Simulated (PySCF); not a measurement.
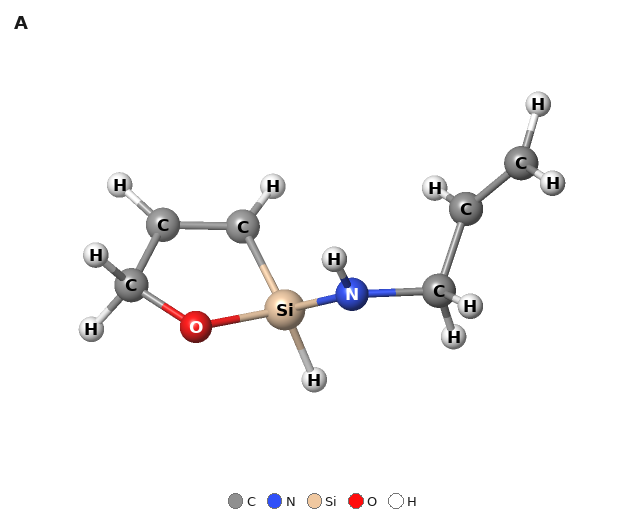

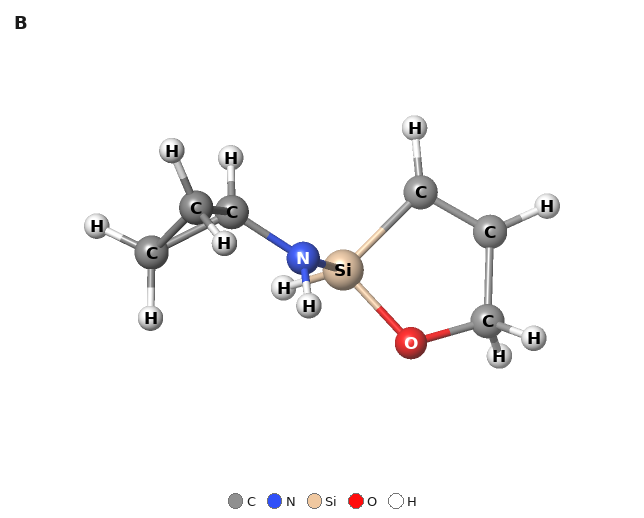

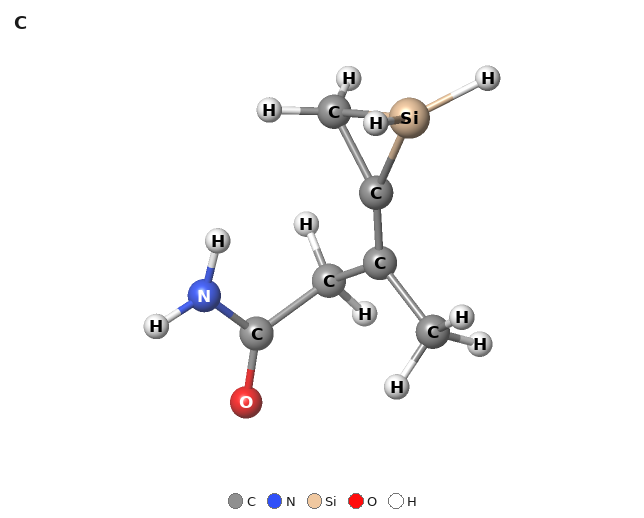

3 stationary structures of one formula. Geometries: GFN2-xTB. Electronic energies: PBE0/pcSseg-1 (PySCF 2.14.0), without zero-point energy. No frequency run is at hand to confirm each as a minimum. Each is one conformer, not always the lowest.

**Are they conformers, stereoisomers or constitutional isomers?**

They are constitutional isomers of C6H11NOSi: A `C=CCN[Si@@H]1C=CCO1`, B `C1=C[Si@H](NC2CC2)OC1`, C `C/C(CC(N)=O)=C1/C[SiH2]1`.

**Which is lowest in energy, and by how much?**

A is lowest; B lies 0.216 eV above it, C lies 1.389 eV above it.

The geometry is semi-empirical. Around Si such bond lengths and angles can be off by a tenth of an ångström or more and by several degrees, and values that hang on the shape move with them.
